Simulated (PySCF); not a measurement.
SMILES N#Cc1ccc(S)s1 at its GFN2-xTB optimised geometry (Å):

```
11

N     -2.2665    -3.1854    -0.0001
C     -1.5648    -2.2764    -0.0002
C     -0.7104    -1.1744     0.0000
C      0.6620    -1.1744     0.0000
C      1.2128     0.1144     0.0000
C      0.2568     1.0946     0.0004
S      0.5628     2.8176    -0.0001
S     -1.3494     0.4472     0.0011
H      1.2434    -2.0789     0.0000
H      2.2665     0.3238    -0.0005
H     -0.7177     3.1854    -0.0001
```

Level of theory: PySCF 2.14.0 with PBE/def2-TZVP. Cells within 0.4 Å of a nucleus heavier than hydrogen are left out (blank, or x).

Map of the Laplacian of the electron density (e/bohr⁵), clipped to [-1.50, 1.50] on the plane z = 0.0 Å:

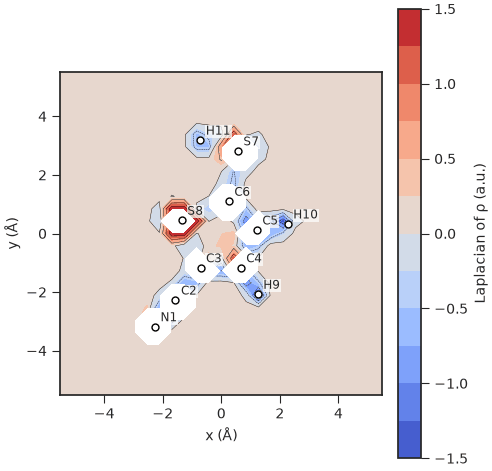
Fig. 1. Laplacian of the electron density (e/bohr⁵), clipped to [-1.50, 1.50] on the plane z = 0.0 Å.
